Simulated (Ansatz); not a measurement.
**Br₂Cl₂Hf (SMILES [Cl][Hf]([Cl])([Br])[Br]): density, localisation and related maps**

Input file:

```
crystal:
  periodic: [false, false, false]
  atoms:
    - {symbol: Cl, position_ang: [-0.594993, -0.329480, 2.223266]}
    - {symbol: Hf, position_ang: [0.025972, -0.032432, 0.013395]}
    - {symbol: Cl, position_ang: [1.978056, -1.208126, -0.392162]}
    - {symbol: Br, position_ang: [-1.765819, -0.874861, -1.466346]}
    - {symbol: Br, position_ang: [0.406684, 2.371200, -0.419553]}
basis:
  gaussian: {orbitals: def2-TZVPP}
hamiltonian: {xc: pbe0, dispersion: d4}
output: {orbitals: {seedname: orbitals}}
```

Command:

```sh
ansatz run in.yaml --threads 4 --pin off --events-out ev --progress --plain --max-ram 11315MiB
```

Geometry: PBE0-D4/def2-TZVP; core potentials replace the inner electrons of Hf.

All numbers below come from Ansatz, RKS PBE0-D4/def2-TZVPP.

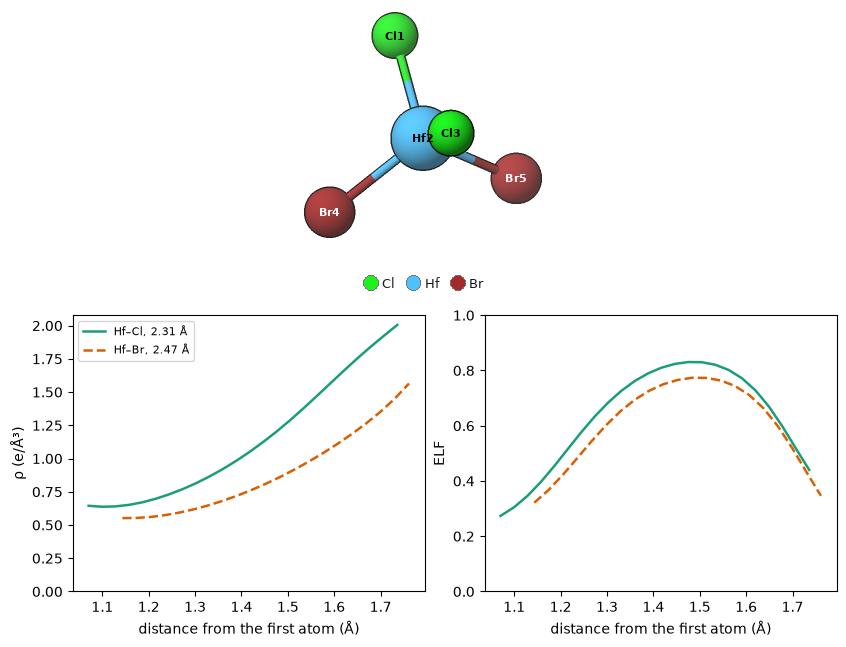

Figure 1. Electron density and electron localisation function along straight lines between neighbouring atoms. The curves leave out the atomic cores. The structure is drawn too.

### Compare the contacts.

Hf–Cl (2.31 Å): ρ is about 0.65 e/Å³ halfway; the ELF peaks at about 0.85 in the valence shell of Cl, 0.8 Å from its nucleus, and is about 0.40 at the midpoint.
Hf–Br (2.47 Å): ρ at the midpoint is about 0.57 e/Å³; the ELF peaks at about 0.75 in the valence shell of Br, 1.0 Å from its nucleus, and is about 0.50 at the midpoint.

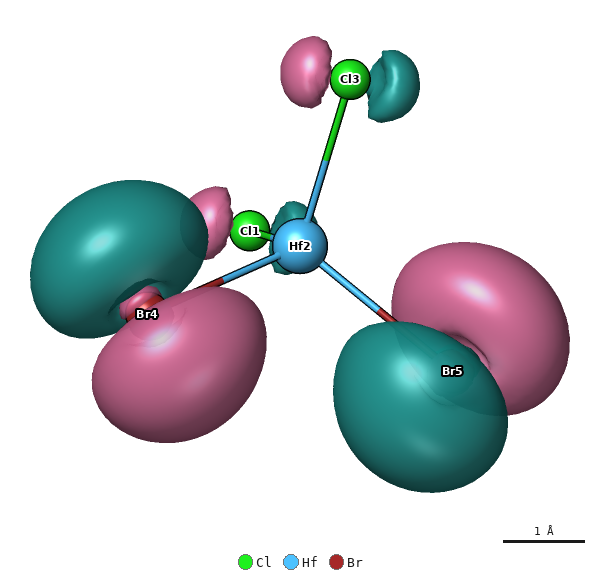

Figure 2. The HOMO at ±0.1 Å⁻³ᐟ² (teal and pink are the two phases), seen at a tilt.

### Describe this orbital and give its energy.

By Hirshfeld shares it lies mainly on Br4 (about 45 %) and Br5 (about 45 %); largely a combination of lone pairs on Br4 and Br5. Its energy is −9.01 eV.
